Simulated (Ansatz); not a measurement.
**ClGe₂H₅S: small, medium and large basis sets**

How large a basis does ClGe₂H₅S need? Two functionals are run in growing sets.

Method: one geometry, several basis sets; program: Ansatz 0.2.0, Gaussian basis.

Levels to be run: PBE0-D4/def2-SVP; ωB97M-V/def2-SVP; PBE0-D4/def2-QZVPP; ωB97M-V/def2-QZVPP; the functionals' def2-TZVPP values are taken from earlier runs.

**1. The geometry**

An earlier PBE0-D4 in a triple-zeta def2 set relaxation fixed the geometry.

SMILES `[Cl][GeH2][S][GeH3]`, 9 atoms, charge 0, spin multiplicity 1.

Atoms are counted from 1 here; the program's logs count them from 0.

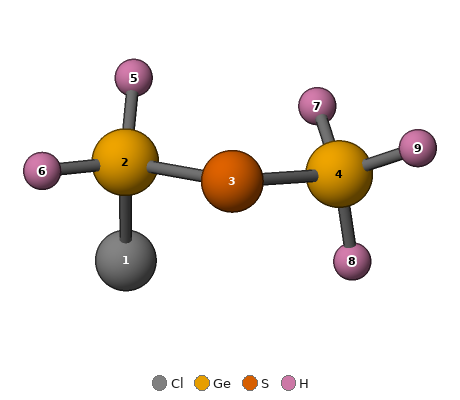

The structure; chlorine grey, germanium amber, sulfur orange, hydrogen pink; atoms are numbered from 1 in the order of the file.

**2. PBE0-D4 in def2-SVP**

Contents of in.yaml:

```yaml
crystal:
  periodic: [false, false, false]
  atoms:
    - {symbol: Cl, position_ang: [-0.116933, 0.518385, -2.508739]}
    - {symbol: Ge, position_ang: [0.733266, 1.341595, -0.700770]}
    - {symbol: S, position_ang: [-0.618967, 0.992818, 0.997844]}
    - {symbol: Ge, position_ang: [-0.699229, -1.237785, 0.901476]}
    - {symbol: H, position_ang: [2.070444, 0.613770, -0.514993]}
    - {symbol: H, position_ang: [0.866275, 2.854427, -0.894937]}
    - {symbol: H, position_ang: [0.690502, -1.763693, 0.511234]}
    - {symbol: H, position_ang: [-1.751321, -1.676041, -0.122919]}
    - {symbol: H, position_ang: [-1.085437, -1.689875, 2.314603]}
basis:
  gaussian: {orbitals: def2-SVP}
hamiltonian: {xc: pbe0, dispersion: d4}
output: {orbitals: {seedname: orbitals}}
```

Started as:

```bash
> ansatz run in.yaml --threads 4 --pin off --events-out ev --progress --plain --max-ram 10444MiB
```

The program printed:

```text
Functional definition: PBE0
  name "PBE0"
  cite "Adamo & Barone, J. Chem. Phys. 110, 6158 (1999) doi:10.1063/1.478522"
  cite "Perdew, Burke & Ernzerhof, Phys. Rev. Lett. 77, 3865 (1996) doi:10.1103/PhysRevLett.77.3865"
  parent pbe
  parameter a = 0.25
  parameter kappa = 0.804
  parameter beta = 0.06672455060314922
  exchange = (1 - a)*pbe_x(kappa = kappa, mu = beta*pi^2/3) + a*exact_x
  correlation = pbe_c(beta = beta)
1202 factors; integrals over basis functions are off by at most 1.4e-3 eV
mean field evaluation 1: about -136433.6407 eV, gradient 2.3e1 eV
mean field evaluation 2: about -136433.5262 eV, gradient 2.5e1 eV
mean field evaluation 4: about -136434.4147 eV, gradient 7.7e-1 eV
mean field evaluation 8: about -136434.4681 eV, gradient 5.8e-2 eV
mean field evaluation 16: about -136434.4681 eV, gradient 3.1e-5 eV
mean field -136434.46806379 eV, -5013.8742227403 hartree, gradient 3.1e-5 eV, S^2 0.000000; 0 other end points of the search recorded, 0 dependent functions left out
reference -136434.46809243 eV, -5013.8742237930 hartree; 51, 51 occupied and 74, 74 virtual orbitals, 1202 factors
Total energy: -136434.70971438 eV, -5013.8831032357 hartree
```

Run time: 0.7 s. Hardware: 4 threads of AMD EPYC 9R45, shared host.

**3. ωB97M-V in def2-SVP**

in.yaml, as its differences from that of step 2:

```diff
@@ -14,3 +14,3 @@
   gaussian: {orbitals: def2-SVP}
-hamiltonian: {xc: pbe0, dispersion: d4}
+hamiltonian: {xc: {name: wB97M-V}}
 output: {orbitals: {seedname: orbitals}}
```

Same command.

The program printed, cut to the lines that bear on the results:

```text
Functional definition: wB97M-V
  name "wB97M-V"
  cite "Mardirossian & Head-Gordon, J. Chem. Phys. 144, 214110 (2016) doi:10.1063/1.4952647"
  cite "Becke, J. Chem. Phys. 107, 8554 (1997) doi:10.1063/1.475007"
  cite "Vydrov & Van Voorhis, J. Chem. Phys. 133, 244103 (2010) doi:10.1063/1.3521275"
  # Of w^i u^j: cxij and so on, Table III.
[...]
  gx(w, u) = 1 - cx + cx01*u + cx10*w
  gss(w, u) = css00 + css04*u^4 + css10*w + css20*w^2 + css43*w^4*u^3
  gos(w, u) = cos00 + cos10*w + (cos20 + cos21*u)*w^2 + (cos60 + cos61*u)*w^6
[...]
      + integral(e_c_pw_mod_opposite_spin*gos(b97_w_opposite, b97_u_opposite)) + vv10(b, c)
1202 factors; integrals over basis functions are off by at most 1.4e-3 eV
345 factors; integrals over basis functions are off by at most 4.5e-6 eV
[...]
mean field -136448.88248636 eV, -5014.4039429994 hartree, gradient 2.6e-5 eV, S^2 0.000000; 0 other end points of the search recorded, 0 dependent functions left out
reference -136448.88253048 eV, -5014.4039446206 hartree; 51, 51 occupied and 74, 74 virtual orbitals, 1202 factors
Total energy: -136448.88253048 eV, -5014.4039446206 hartree
```

Wall time 2.1 s (4 threads of AMD EPYC 9R45, shared host).

**4. PBE0-D4 in def2-QZVPP**

in.yaml, as its differences from that of step 3:

```diff
@@ -13,4 +13,4 @@
 basis:
-  gaussian: {orbitals: def2-SVP}
-hamiltonian: {xc: {name: wB97M-V}}
+  gaussian: {orbitals: "def2-QZVPP.json"}
+hamiltonian: {xc: pbe0, dispersion: d4}
 output: {orbitals: {seedname: orbitals}}
```

Same command.

The program printed:

```text
Functional definition: PBE0
  name "PBE0"
  cite "Adamo & Barone, J. Chem. Phys. 110, 6158 (1999) doi:10.1063/1.478522"
  cite "Perdew, Burke & Ernzerhof, Phys. Rev. Lett. 77, 3865 (1996) doi:10.1103/PhysRevLett.77.3865"
  parent pbe
  parameter a = 0.25
  parameter kappa = 0.804
  parameter beta = 0.06672455060314922
  exchange = (1 - a)*pbe_x(kappa = kappa, mu = beta*pi^2/3) + a*exact_x
  correlation = pbe_c(beta = beta)
2164 factors; their error is unknown
mean field evaluation 1: about -136458.7407 eV, gradient 2.8e1 eV
mean field evaluation 2: about -136458.7922 eV, gradient 3.2e1 eV
mean field evaluation 4: about -136459.7137 eV, gradient 1.4e0 eV
mean field evaluation 8: about -136460.0281 eV, gradient 6.1e-1 eV
mean field evaluation 16: about -136460.0282 eV, gradient 2.6e-5 eV
mean field -136460.02816173 eV, -5014.8135390144 hartree, gradient 2.6e-5 eV, S^2 0.000000; 0 other end points of the search recorded, 0 dependent functions left out
reference -136460.02820111 eV, -5014.8135404615 hartree; 51, 51 occupied and 417, 417 virtual orbitals, 2164 factors
Total energy: -136460.26982305 eV, -5014.8224199042 hartree
```

Run time: 4.8 s. Hardware: 4 threads of AMD EPYC 9R45, shared host; peak memory 2.7 GiB.

**5. ωB97M-V in def2-QZVPP**

in.yaml, as its differences from that of step 4:

```diff
@@ -14,3 +14,3 @@
   gaussian: {orbitals: "def2-QZVPP.json"}
-hamiltonian: {xc: pbe0, dispersion: d4}
+hamiltonian: {xc: {name: wB97M-V}}
 output: {orbitals: {seedname: orbitals}}
```

Launched as before.

The program printed, cut to the lines that bear on the results:

```text
Functional definition: wB97M-V
  name "wB97M-V"
  cite "Mardirossian & Head-Gordon, J. Chem. Phys. 144, 214110 (2016) doi:10.1063/1.4952647"
  cite "Becke, J. Chem. Phys. 107, 8554 (1997) doi:10.1063/1.475007"
  cite "Vydrov & Van Voorhis, J. Chem. Phys. 133, 244103 (2010) doi:10.1063/1.3521275"
  # Of w^i u^j: cxij and so on, Table III.
[...]
  gx(w, u) = 1 - cx + cx01*u + cx10*w
  gss(w, u) = css00 + css04*u^4 + css10*w + css20*w^2 + css43*w^4*u^3
  gos(w, u) = cos00 + cos10*w + (cos20 + cos21*u)*w^2 + (cos60 + cos61*u)*w^6
[...]
      + integral(e_c_pw_mod_opposite_spin*gos(b97_w_opposite, b97_u_opposite)) + vv10(b, c)
2096 factors; their error is unknown
383 factors; integrals over basis functions are off by at most 2.6e-5 eV
[...]
mean field -136474.25477829 eV, -5015.3363575299 hartree, gradient 2.0e-5 eV, S^2 0.000000; 0 other end points of the search recorded, 0 dependent functions left out
reference -136474.25484223 eV, -5015.3363598795 hartree; 51, 51 occupied and 417, 417 virtual orbitals, 2096 factors
Total energy: -136474.25484223 eV, -5015.3363598795 hartree
```

Wall time 9.5 s (4 threads of AMD EPYC 9R45, shared host); peak memory 3 GiB.

**6. Functionals by basis**

The def2-TZVPP values come from earlier runs at the same geometry.

```
functional       basis  functions   energy (eV)  from the largest (eV)  HOMO (eV)  LUMO (eV)
   PBE0-D4    def2-SVP        125  -136434.7097                 25.560      -7.51      -0.23
   PBE0-D4  def2-TZVPP        250  -136457.1259                  3.144      -7.59      -0.54
   PBE0-D4  def2-QZVPP        468  -136460.2698                  0.000      -7.60      -0.68
   ωB97M-V    def2-SVP        125  -136448.8825                 25.372      -9.60       1.72
   ωB97M-V  def2-TZVPP        250  -136471.1976                  3.057      -9.73       1.38
   ωB97M-V  def2-QZVPP        468  -136474.2548                  0.000      -9.75       1.01
```

**7. What came out**

| quantity | value |
| --- | --- |
| PBE0-D4: double and triple zeta above quadruple | 25.56, 3.14 eV |
| ωB97M-V: double and triple zeta above quadruple | 25.37, 3.06 eV |

For PBE0-D4 the step from double to triple zeta gains 22.42 eV and the next only 3.14 eV. Total energies overstate the basis error of differences, where much of it tends to cancel. The LUMO of ωB97M-V is positive and keeps falling with the basis (1.72 to 1.01 eV): an unbound level that the basis holds in place.

For PBE0-D4 the largest set took about 7 times as long as the smallest (4.8 s against 0.7 s).
